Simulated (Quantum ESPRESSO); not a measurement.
## Ba2Fe2Se2OF2: parallel and opposed starts

Does Ba2Fe2Se2OF2 prefer parallel or opposed moments?

Main program and level: Quantum ESPRESSO 7.5; LDA with U = 4.5 eV on Fe d (ortho-atomic projectors); plane waves with GBRV 1.5 LDA potentials, no spin-orbit coupling.

## Step 1: Starting point

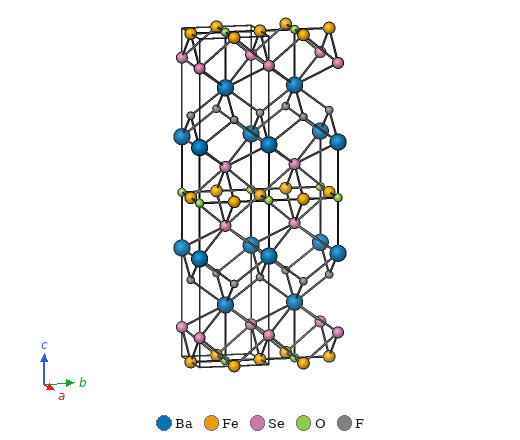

Start, viewed slightly off an axis; barium blue, iron orange, selenium pink, oxygen green, fluorine grey. 1×2×1 cells are drawn. This picture shows the conventional cell, with its axes. Some periodic images of atoms are drawn too.

The cell comes from the Crystallography Open Database.

## Step 2: Start 1: ferro ++

The signs are those of the starting moments on the seeded atoms, the atoms that are given a moment.

pw.in reads:

```
&CONTROL
  calculation = 'scf'
  prefix = 'pwscf'
  outdir = './tmp'
  pseudo_dir = './pseudo'
  disk_io = 'nowf'
/
&SYSTEM
  ibrav = 0
  celldm(1) = 8
  nat = 9
  ntyp = 5
  ecutwfc = 40
  ecutrho = 280
  nbnd = 59
  occupations = 'smearing'
  smearing = 'fd'
  degauss = 0.00367493
  nspin = 2
  starting_magnetization(1) = 0
  starting_magnetization(2) = 0.25
  starting_magnetization(3) = 0
  starting_magnetization(4) = 0
  starting_magnetization(5) = 0
/
&ELECTRONS
  conv_thr = 1.8d-08
  electron_maxstep = 150
  mixing_beta = 0.3
/
ATOMIC_SPECIES
Ba    137.3270 ba_lda_v1.uspp.F.UPF
Fe     55.8450 fe_lda_v1.5.uspp.F.UPF
Se     78.9710 se_lda_v1.uspp.F.UPF
O      15.9990 o_lda_v1.2.uspp.F.UPF
F      18.9984 f_lda_v1.4.uspp.F.UPF
CELL_PARAMETERS alat
  -0.4954153251472    0.4954153251472    2.3057020878090
   0.4954153251472   -0.4954153251472    2.3057020878090
   0.4954153251472    0.4954153251472   -2.3057020878090
ATOMIC_POSITIONS crystal
Ba      0.6694250000    0.6694250000    0.0000000000
Ba      0.3305750000    0.3305750000    0.0000000000
Fe      0.0000000000    0.5000000000    0.5000000000
Fe      0.5000000000    0.0000000000    0.5000000000
Se      0.0898200000    0.0898200000    0.0000000000
Se      0.9101800000    0.9101800000    0.0000000000
O       0.5000000000    0.5000000000    0.0000000000
F       0.2500000000    0.7500000000    0.5000000000
F       0.7500000000    0.2500000000    0.5000000000
K_POINTS automatic
6 6 6 0 0 0
HUBBARD {ortho-atomic}
U Fe-3d 4.5000
```

Launch:

```
OMP_NUM_THREADS=1 mpirun -n 4 pw.x -nk 4 -in pw.in > pw.out
```

Output:

```text
Program PWSCF v.7.5 starts

     Message from routine setup:
     using ibrav=0 with symmetry is DISCOURAGED, use correct ibrav instead

     K-points division:     npool     =       4
     Subspace diagonalization in iterative solution of the eigenvalue problem:

     G-vector sticks info
     --------------------
     sticks:   dense  smooth     PW     G-vecs:    dense   smooth      PW
     Sum        4611    2629    911                91755    39539    8099

     Using Slab Decomposition

     bravais-lattice index     =            0
     lattice parameter (alat)  =       8.0000  a.u.
     unit-cell volume          =    1158.9695 (a.u.)^3
     number of atoms/cell      =            9
     number of atomic types    =            5
     number of electrons       =        84.00
     number of Kohn-Sham states=           59
     kinetic-energy cutoff     =      40.0000  Ry
     charge density cutoff     =     280.0000  Ry
     scf convergence threshold =      1.8E-08
     mixing beta               =       0.3000
     number of iterations used =            8  plain     mixing
     Exchange-correlation=  SLA  PZ   NOGX NOGC
                           (   1   1   0   0   0   0   0)
     Hubbard projectors: ortho-atomic
     Hubbard parameters of DFT+U (Dudarev formulation) in eV:
     U(Fe-3d) =  4.5000

     Internal variables: lda_plus_u =T, lda_plus_u_kind = 0

     Internal variables: orbital_resolved =F, hub_pot_fix =F, apply_U = F

     celldm(1)=   8.000000  celldm(2)=   0.000000  celldm(3)=   0.000000
     celldm(4)=   0.000000  celldm(5)=   0.000000  celldm(6)=   0.000000

     crystal axes: (cart. coord. in units of alat)
               a(1) = (  -0.495415   0.495415   2.305702 )
               a(2) = (   0.495415  -0.495415   2.305702 )
               a(3) = (   0.495415   0.495415  -2.305702 )

     reciprocal axes: (cart. coord. in units 2 pi/alat)
               b(1) = (  0.000000  1.009254  0.216854 )
               b(2) = (  1.009254  0.000000  0.216854 )
               b(3) = (  1.009254  1.009254  0.000000 )

     PseudoPot. # 1 for Ba read from file:
     ba_lda_v1.uspp.F.UPF
     Pseudo is Ultrasoft + core correction, Zval = 10.0
     Generated by new atomic code, or converted to UPF format
     Using radial grid of  907 points,  7 beta functions with:
                l(1) =   0
                l(2) =   0
                l(3) =   1
                l(4) =   1
                l(5) =   2
                l(6) =   2
                l(7) =   3
     Q(r) pseudized with  6 coefficients,  rinner =    1.700   1.700   1.700
                                                       1.700   1.700   1.700
                                                       1.700

     PseudoPot. # 2 for Fe read from file:
     fe_lda_v1.5.uspp.F.UPF
     Pseudo is Ultrasoft + core correction, Zval = 16.0
     Generated by new atomic code, or converted to UPF format
     Using radial grid of  861 points,  6 beta functions with:
                l(1) =   0
                l(2) =   0
                l(3) =   1
                l(4) =   1
                l(5) =   2
                l(6) =   2
     Q(r) pseudized with  8 coefficients,  rinner =    1.000   1.000   1.000
                                                       1.000   1.000

     PseudoPot. # 3 for Se read from file:
     se_lda_v1.uspp.F.UPF
     Pseudo is Ultrasoft + core correction, Zval =  6.0
     Generated by new atomic code, or converted to UPF format
     Using radial grid of  877 points,  6 beta functions with:
                l(1) =   0
                l(2) =   0
                l(3) =   1
                l(4) =   1
                l(5) =   2
                l(6) =   2
     Q(r) pseudized with  8 coefficients,  rinner =    1.300   1.300   1.300
                                                       1.300   1.300

     PseudoPot. # 4 for O  read from file:
     o_lda_v1.2.uspp.F.UPF
     Pseudo is Ultrasoft + core correction, Zval =  6.0
     Generated by new atomic code, or converted to UPF format
     Using radial grid of  737 points,  5 beta functions with:
                l(1) =   0
                l(2) =   0
                l(3) =   1
                l(4) =   1
                l(5) =   2
     Q(r) pseudized with  8 coefficients,  rinner =    0.900   0.900   0.900
                                                       0.900   0.900

     PseudoPot. # 5 for F  read from file:
     f_lda_v1.4.uspp.F.UPF
     Pseudo is Ultrasoft, Zval =  7.0
     Generated by new atomic code, or converted to UPF format
     Using radial grid of  799 points,  4 beta functions with:
                l(1) =   0
                l(2) =   0
                l(3) =   1
                l(4) =   1
     Q(r) pseudized with  8 coefficients,  rinner =    0.950   0.950   0.950

     atomic species   valence    mass     pseudopotential
     Ba               10.00   137.32700     Ba( 1.00)
     Fe               16.00    55.84500     Fe( 1.00)
     Se                6.00    78.97100     Se( 1.00)
     O                 6.00    15.99900     O ( 1.00)
     F                 7.00    18.99840     F ( 1.00)

     Starting magnetic structure
     atomic species   magnetization
     Ba              0.000
     Fe              0.250
     Se              0.000
     O               0.000
     F               0.000

     16 Sym. Ops., with inversion, found

   Cartesian axes

     site n.     atom                  positions (alat units)
         1        Ba     tau(   1) = (   0.0000000   0.0000000   3.0869892  )
         2        Ba     tau(   2) = (  -0.0000000  -0.0000000   1.5244149  )
         3        Fe     tau(   3) = (   0.4954153   0.0000000   0.0000000  )
         4        Fe     tau(   4) = (   0.0000000   0.4954153   0.0000000  )
         5        Se     tau(   5) = (   0.0000000   0.0000000   0.4141963  )
         6        Se     tau(   6) = (   0.0000000   0.0000000   4.1972079  )
         7        O      tau(   7) = (   0.0000000   0.0000000   2.3057021  )
         8        F      tau(   8) = (   0.4954153   0.0000000   1.1528510  )
         9        F      tau(   9) = (   0.0000000   0.4954153   1.1528510  )

     number of k points=    30  Fermi-Dirac smearing, width (Ry)=  0.0037
                       cart. coord. in units 2pi/alat
        k(    1) = (   0.0000000   0.0000000   0.0000000), wk =   0.0046296
        k(    2) = (   0.1682090   0.1682090   0.0000000), wk =   0.0185185
        k(    3) = (   0.3364181   0.3364181   0.0000000), wk =   0.0185185
        k(    4) = (  -0.5046271  -0.5046271   0.0000000), wk =   0.0092593
        k(    5) = (   0.1682090   0.0000000   0.0361423), wk =   0.0370370
        [... 25 further k-points ...]

     Dense  grid:    91755 G-vectors     FFT dimensions: ( 108, 108, 108)

     Smooth grid:    39539 G-vectors     FFT dimensions: (  80,  80,  80)

     Check: negative core charge=   -0.000013
     Generating pointlists ...
     new r_m :   0.2554 (alat units)  2.0436 (a.u.) for type    1
     new r_m :   0.2044 (alat units)  1.6349 (a.u.) for type    2
     new r_m :   0.2664 (alat units)  2.1310 (a.u.) for type    3
     new r_m :   0.2044 (alat units)  1.6349 (a.u.) for type    4
     new r_m :   0.2554 (alat units)  2.0436 (a.u.) for type    5

     Initial potential from superposition of free atoms

     starting charge      81.9744, renormalised to      84.0000

     negative rho (up, down):  1.004E-01 1.004E-01

     STARTING HUBBARD OCCUPATIONS:

     =================== HUBBARD OCCUPATIONS ===================
     ------------------------ ATOM    3 ------------------------
     Tr[ns(  3)] (up, down, total) =   5.00000  0.00000  5.00000
     Atomic magnetic moment for atom   3 =   5.00000
     [... lines left out ...]
     ------------------------ ATOM    4 ------------------------
     Tr[ns(  4)] (up, down, total) =   5.00000  0.00000  5.00000
     Atomic magnetic moment for atom   4 =   5.00000
     [... lines left out ...]
     Number of occupied Hubbard levels =   10.0000

     Atomic wfc used for Hubbard projectors are orthogonalized

     Starting wfcs are   72 randomized atomic wfcs

     Self-consistent Calculation

     iteration #  1     ecut=    40.00 Ry     beta= 0.30
     Davidson diagonalization with overlap
     ethr =  1.00E-02,  avg # of iterations =  4.8

     =================== HUBBARD OCCUPATIONS ===================
     ------------------------ ATOM    3 ------------------------
     Tr[ns(  3)] (up, down, total) =   4.96377  4.76719  9.73097
     Atomic magnetic moment for atom   3 =   0.19658
     [... lines left out ...]
     ------------------------ ATOM    4 ------------------------
     Tr[ns(  4)] (up, down, total) =   4.96377  4.76719  9.73097
     Atomic magnetic moment for atom   4 =   0.19658
     [... lines left out ...]
     Number of occupied Hubbard levels =   19.4619

     negative rho (up, down):  9.607E-02 9.608E-02

     total energy              =    -818.80473522 Ry
     estimated scf accuracy    <      86.36150022 Ry

     total magnetization       =     0.30 Bohr mag/cell
     absolute magnetization    =     1.43 Bohr mag/cell

     iteration #  2     ecut=    40.00 Ry     beta= 0.30
     Davidson diagonalization with overlap
     ethr =  1.00E-02,  avg # of iterations =  7.5

     negative rho (up, down):  7.092E-02 7.117E-02

     total energy              =    -829.29877064 Ry
     estimated scf accuracy    <     619.66464487 Ry

     total magnetization       =     0.03 Bohr mag/cell
     absolute magnetization    =     0.20 Bohr mag/cell

     iteration #  3     ecut=    40.00 Ry     beta= 0.30
     Davidson diagonalization with overlap
     ethr =  1.00E-02,  avg # of iterations =  7.9

     negative rho (up, down):  7.422E-02 7.435E-02

     total energy              =    -857.45049368 Ry
     estimated scf accuracy    <      12.79641302 Ry

     total magnetization       =     5.14 Bohr mag/cell
     absolute magnetization    =     5.35 Bohr mag/cell

     [... further iterations left out ...]

     iteration # 16     ecut=    40.00 Ry     beta= 0.30
     Davidson diagonalization with overlap
     ethr =  1.03E-09,  avg # of iterations =  2.4

     negative rho (up, down):  9.042E-02 9.064E-02

     total energy              =    -857.68938793 Ry
     estimated scf accuracy    <       0.00000041 Ry

     total magnetization       =     8.00 Bohr mag/cell
     absolute magnetization    =     8.03 Bohr mag/cell

     iteration # 17     ecut=    40.00 Ry     beta= 0.30
     Davidson diagonalization with overlap
     ethr =  4.82E-10,  avg # of iterations =  2.4

     negative rho (up, down):  9.042E-02 9.064E-02

     total energy              =    -857.68938819 Ry
     estimated scf accuracy    <       0.00000021 Ry

     total magnetization       =     8.00 Bohr mag/cell
     absolute magnetization    =     8.03 Bohr mag/cell

     iteration # 18     ecut=    40.00 Ry     beta= 0.30
     Davidson diagonalization with overlap
     ethr =  2.56E-10,  avg # of iterations =  2.2

     negative rho (up, down):  9.042E-02 9.063E-02

     total energy              =    -857.68938830 Ry
     estimated scf accuracy    <       0.00000005 Ry

     total magnetization       =     8.00 Bohr mag/cell
     absolute magnetization    =     8.03 Bohr mag/cell

     iteration # 19     ecut=    40.00 Ry     beta= 0.30
     Davidson diagonalization with overlap
     ethr =  6.20E-11,  avg # of iterations =  3.7

     negative rho (up, down):  9.042E-02 9.063E-02

     Magnetic moment per site  (integrated on atomic sphere of radius R)
     atom   1 (R=0.255)  charge=  6.2458  magn=  0.0093
     atom   2 (R=0.255)  charge=  6.2458  magn=  0.0093
     atom   3 (R=0.204)  charge= 13.3931  magn=  3.3794
     atom   4 (R=0.204)  charge= 13.3931  magn=  3.3794
     atom   5 (R=0.266)  charge=  4.4120  magn=  0.1063
     atom   6 (R=0.266)  charge=  4.4120  magn=  0.1063
     atom   7 (R=0.204)  charge=  5.6558  magn=  0.2075
     atom   8 (R=0.255)  charge=  7.3503  magn=  0.0026
     atom   9 (R=0.255)  charge=  7.3503  magn=  0.0026

     End of self-consistent calculation

     =================== HUBBARD OCCUPATIONS ===================
     ------------------------ ATOM    3 ------------------------
     Tr[ns(  3)] (up, down, total) =   4.92653  1.24584  6.17237
     Atomic magnetic moment for atom   3 =   3.68069
     [... lines left out ...]
     ------------------------ ATOM    4 ------------------------
     Tr[ns(  4)] (up, down, total) =   4.92653  1.24584  6.17237
     Atomic magnetic moment for atom   4 =   3.68069
     [... lines left out ...]
     Number of occupied Hubbard levels =   12.3447

     [... lines left out ...]
     the Fermi energy is     9.1490 ev

!    total energy              =    -857.68938845 Ry
     estimated scf accuracy    <          7.3E-09 Ry
     smearing contrib. (-TS)   =      -0.00000003 Ry
     internal energy E=F+TS    =    -857.68938842 Ry

     The total energy is F=E-TS. E is the sum of the following terms:
     one-electron contribution =    -581.96083773 Ry
     hartree contribution      =     330.36923432 Ry
     xc contribution           =    -197.67320582 Ry
     ewald contribution        =    -408.56335361 Ry
     Hubbard energy            =       0.13877441 Ry

     total magnetization       =     8.00 Bohr mag/cell
     absolute magnetization    =     8.03 Bohr mag/cell

     convergence has been achieved in  19 iterations

=------------------------------------------------------------------------------=
   JOB DONE.
=------------------------------------------------------------------------------=
```

Run time: 7.4 min. Hardware: 4 MPI ranks of Intel Xeon Platinum 8488C (Sapphire Rapids), shared host; peak memory 1.9 GiB; 30 min of CPU time.

Spin moment in the atom's sphere by atom:

```
atom  spin moment in the atom's sphere (μB)
 Ba1                                   0.01
 Ba2                                   0.01
 Fe3                                   3.38
 Fe4                                   3.38
 Se5                                   0.11
 Se6                                   0.11
  O7                                   0.21
  F8                                   0.00
  F9                                   0.00
```

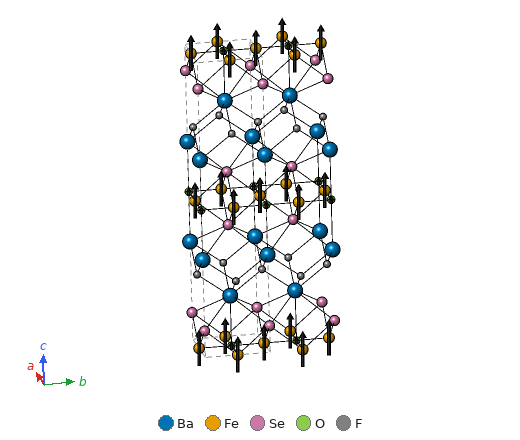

Spin moment in the atom's sphere as arrows, the longest 3.38 μB. Up and down stand for the sign. Arrows give size and sign along the axis of quantisation, drawn up and down the page. Each arrow also spans its atom, so small moments look longer than they are. 1×2×1 conventional cells are drawn. Some periodic images of atoms are drawn too.

Read from the output:

| Quantity | Value |
| --- | --- |
| smearing term TS | 4.47e-7 eV |
| magnetization | 8 μB |
| absolute magnetization | 8.025 μB |
| final state | ferromagnetic |

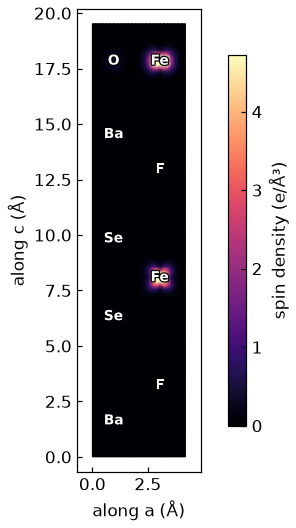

Spin density in the ac plane of the conventional cell at fractional y = 0.000, with atoms of Ba and Fe and Se and O and F within 0.2 Å of it. The map starts off the cell's origin, so that atoms lie inside it.

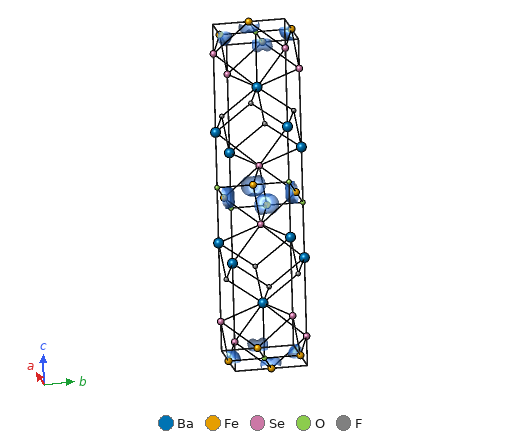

Surface of spin density = 0.56 e/Å³, which holds about 70 % of the integral of its size.

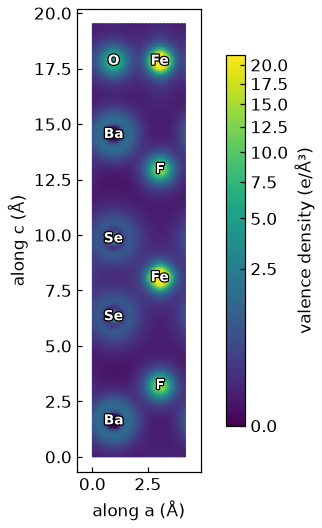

Valence density in the ac plane of the conventional cell at fractional y = 0.000, with atoms of Ba and Fe and Se and O and F within 0.2 Å of it. It is the smooth field of the valence electrons, not physical close to the nuclei. The map starts off the cell's origin, so that atoms lie inside it. The colour scale is stretched toward low values.

(Part 1 of 2 ends here.)

[Logs and program files are shortened in this print: banners, set-up blocks, solver, clock and traceback lines can be left out without a mark of their own.]

[Logs are printed without paths, hosts, clocks, repeated set-up lines and the standing remarks that a program may print on its own settings, such as how far it seeks lower states.]

[Hosts, paths, dates, database ids (printed as entryN), source tags and the programs' standing remarks are cut or masked in the printed files.]

[Where a cell is said to come from a database of computed structures, the database is the Materials Project.]
